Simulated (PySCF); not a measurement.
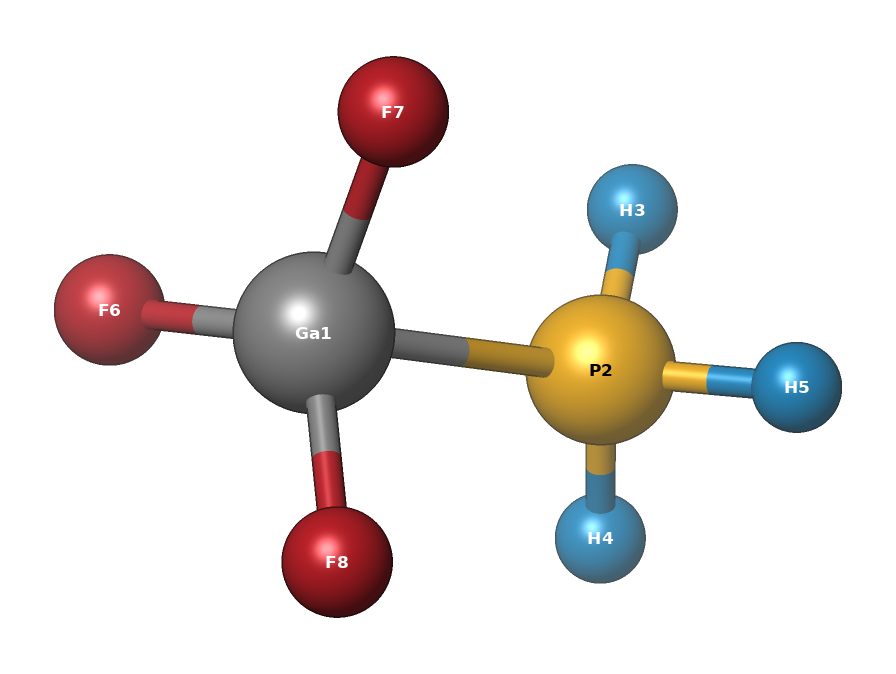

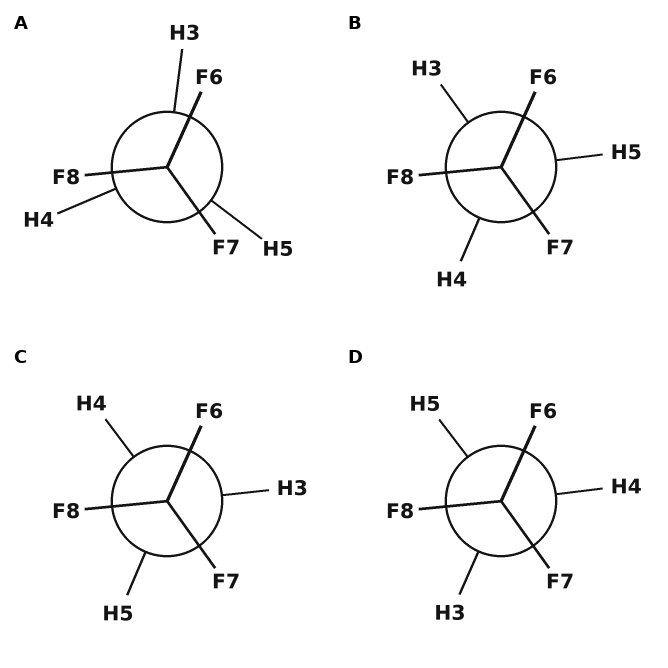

Atoms fade into the background with distance from the viewer. Bonds that would overlap in a projection are set slightly apart. The computed structure is the end point of a PBE0-D3(BJ)/def2-SVP optimisation. No frequency run is at hand to confirm it as a minimum.

> Which Newman projection shows the view along Ga1–P2, with Ga1 in front?

C. The torsion angle F6–Ga1–P2–H3 is 59°, synclinal (gauche).
